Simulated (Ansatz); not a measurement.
# C$_{6}$H$_{19}$N$_{3}$Si: what the fields show

Input

```
crystal:
  periodic: [false, false, false]
  atoms:
    - {symbol: Si, position_ang: [0.020656, 0.047646, -0.238514]}
    - {symbol: H, position_ang: [0.048532, 0.048290, 1.266966]}
    - {symbol: N, position_ang: [1.651227, -0.005284, -0.808104]}
    - {symbol: C, position_ang: [2.797632, 0.620248, -0.178674]}
    - {symbol: C, position_ang: [3.742283, -0.373969, 0.490616]}
    - {symbol: H, position_ang: [1.878997, -0.673387, -1.539455]}
    - {symbol: H, position_ang: [3.366383, 1.232094, -0.909206]}
    - {symbol: H, position_ang: [2.424585, 1.337526, 0.575780]}
    - {symbol: H, position_ang: [3.215310, -0.941383, 1.275258]}
    - {symbol: H, position_ang: [4.607820, 0.133735, 0.947646]}
    - {symbol: H, position_ang: [4.129909, -1.100083, -0.244736]}
    - {symbol: N, position_ang: [-0.765552, 1.468316, -0.835138]}
    - {symbol: C, position_ang: [-1.969023, 2.059648, -0.282040]}
    - {symbol: C, position_ang: [-1.707866, 3.292621, 0.578637]}
    - {symbol: H, position_ang: [-0.222742, 2.089750, -1.428287]}
    - {symbol: H, position_ang: [-2.684367, 2.320614, -1.088519]}
    - {symbol: H, position_ang: [-2.480393, 1.288400, 0.322851]}
    - {symbol: H, position_ang: [-1.052785, 3.041761, 1.428623]}
    - {symbol: H, position_ang: [-2.645517, 3.717719, 0.973817]}
    - {symbol: H, position_ang: [-1.205935, 4.079195, -0.009976]}
    - {symbol: N, position_ang: [-0.854507, -1.330020, -0.803491]}
    - {symbol: C, position_ang: [-0.816488, -2.660211, -0.228508]}
    - {symbol: C, position_ang: [-2.078464, -3.026721, 0.547083]}
    - {symbol: H, position_ang: [-1.600864, -1.175127, -1.475449]}
    - {symbol: H, position_ang: [-0.633116, -3.423389, -1.012423]}
    - {symbol: H, position_ang: [0.059224, -2.716533, 0.443865]}
    - {symbol: H, position_ang: [-2.241162, -2.321841, 1.378608]}
    - {symbol: H, position_ang: [-2.018384, -4.047189, 0.960502]}
    - {symbol: H, position_ang: [-2.965411, -2.982456, -0.107730]}
basis:
  gaussian: {orbitals: def2-TZVP, initial_orbitals: start.molden}
hamiltonian: {xc: pbe0, dispersion: d4}
scf: {omitted_lower_state_checks: [starts]}
output: {orbitals: {seedname: orbitals}}
```

Command:

```sh
ansatz run in.yaml --threads 4 --pin off --events-out ev --progress --plain --max-ram 6963MiB
```

Geometry: r2SCAN-D4/def2-SVP.

The calculation used Ansatz 0.2.0, RKS PBE0-D4/def2-TZVP.

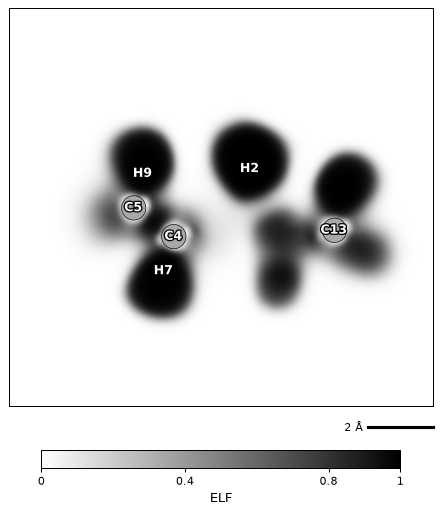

Figure 1. Electron localisation function on the plane of atoms C5, C4 and H7. Grey discs cover the atomic cores.

What does the map show?

The plane passes through H and C nuclei.
C–C (1.53 Å): the ELF peaks at about 0.95 between the atoms: a shared electron pair.
C–H (1.11 Å): the ELF climbs to about 1 towards the hydrogen, as it does in any bond to H (an ordinary covalent bond to hydrogen).

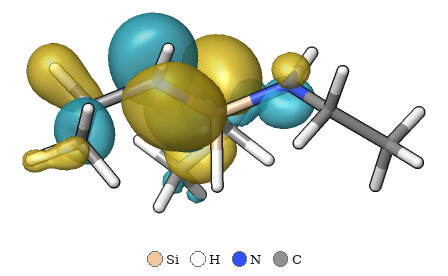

Figure 2. The HOMO−1 at ±0.1 Å⁻³ᐟ² (yellow and cyan are the two phases), seen from one side.

What is the character of this orbital?

By Hirshfeld shares it lies mainly on N12 (about 35 %), N21 (about 20 %), Si1 (about 10 %) and C13 (about 5 %). Its energy is −6.62 eV.
